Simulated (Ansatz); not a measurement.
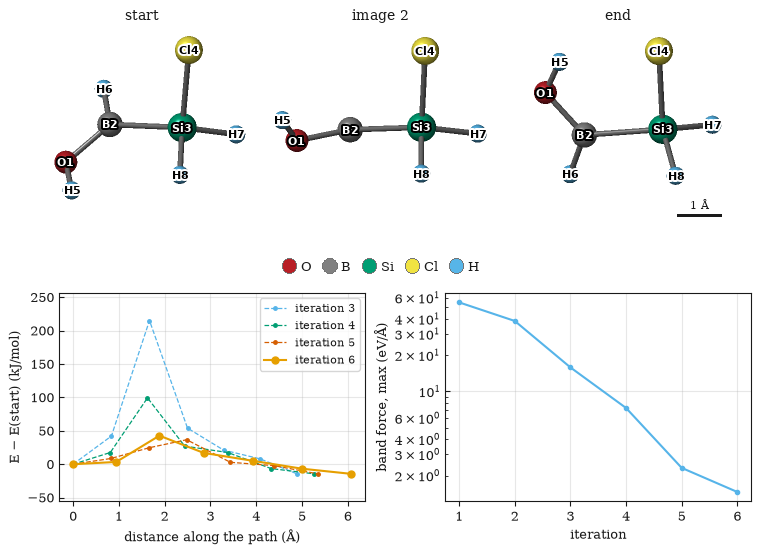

A search for the minimum-energy path of BSiH4OCl by the nudged elastic band. Images are numbered from 0 (start) to 6 (end). The plot follows the band through its iterations. A ball-and-stick model, seen at a tilt.

Method: Ansatz 0.2.0, RKS B3LYP-D4/6-31G*. Set-up: 5 movable images; climbing image; force threshold 0.05 eV/Å; iteration limit 6; starting path through a guess of the saddle point.

### Did the band converge, and can the barrier be trusted?

The result isn't final. The band hadn't converged when the run stopped after 6 iterations. The largest component of the band force went from 55 to 1.5 eV/Å. The barrier read from it is provisional: over the last two iterations the highest image moved from 99.3 kJ/mol to 42.8 kJ/mol. The iteration limit was low. The first iteration put the highest image at 805.4 kJ/mol. Forward barrier 42.8 kJ/mol, backward barrier 57.2 kJ/mol, with image 2 at the top; the reaction energy is −14.4 kJ/mol.
